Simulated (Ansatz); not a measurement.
# A correction line for wB97M-V/def2-TZVPP: atomisation energy

The atomisation energy (no zero-point term) in kJ/mol of 8 molecular compounds of Si: x at wB97M-V/def2-TZVPP, y at CCSD(T)/CBS estimate. Shapes, held fixed at every level: PBE0-D4/def2-TZVP. Flexible molecules stand in one conformer, not always the lowest. Programs: Ansatz 0.2.0.

| molecule | x (kJ/mol) | y (kJ/mol) |
| --- | --- | --- |
| Si(OH)Cl | 1425 | 1412 |
| Si(NH2)(SH) | 1961 | 1937 |
| CH3FOSi (SMILES CO[Si]F) | 2786 | 2776 |
| Si3NH6F (SMILES F[Si]N([SiH3])[SiH3]) | 3709 | ? |
| C2H6S2Si (SMILES CS[Si]SC) | 3900 | 3872 |
| C2H7NSi (SMILES CC[Si]N) | 4057 | 4035 |
| C4H10O2Si (SMILES CC(C)(C)O[Si]O) | 6872 | 6852 |
| C8H18O2Si (SMILES CC(C)(C)O[Si]OC(C)(C)C) | 11801 | 11762 |

Fit y = c + s·x to the known rows and predict y for Si3NH6F.


1. Means of the 7 rows: x = 4686.00, y = 4663.7.
2. Σ(Δx)² = 78085004, Σ(Δx·Δy) = 77926438, so the slope is 77926438/78085004 = 0.99797.
3. Intercept: 4663.7 − (0.99797) × 4686.00 = -12.8. The largest residual of the fit is 8.4.
4. Si3NH6F: -12.8 + 0.99797 × 3709 = 3689 kJ/mol.

CCSD(T)/CBS estimate gives 3697 kJ/mol, so the prediction is off by -8 kJ/mol, within the largest residual. Uncorrected, wB97M-V/def2-TZVPP misses Si3NH6F by +12 kJ/mol, and the other rows by 22 on average. The line overshoots: the miss goes from +12 to -8. Left out in turn, the other rows are missed by 8 kJ/mol on average, so much of the error is systematic among these molecules. The CBS estimate extrapolates MP2 from def2-TZVPP and def2-QZVPP and adds CCSD(T) − MP2 in the triple-zeta set, cores frozen.

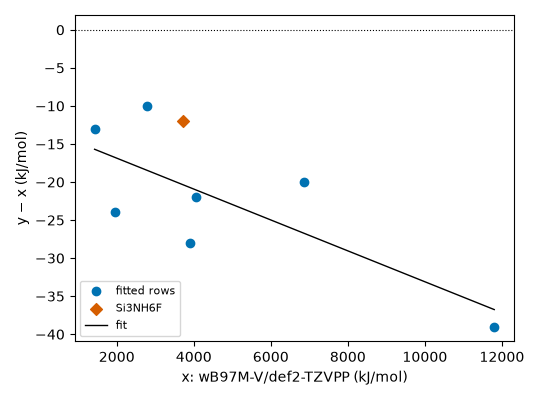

The correction y − x against x, with the fitted line and the withheld molecule.
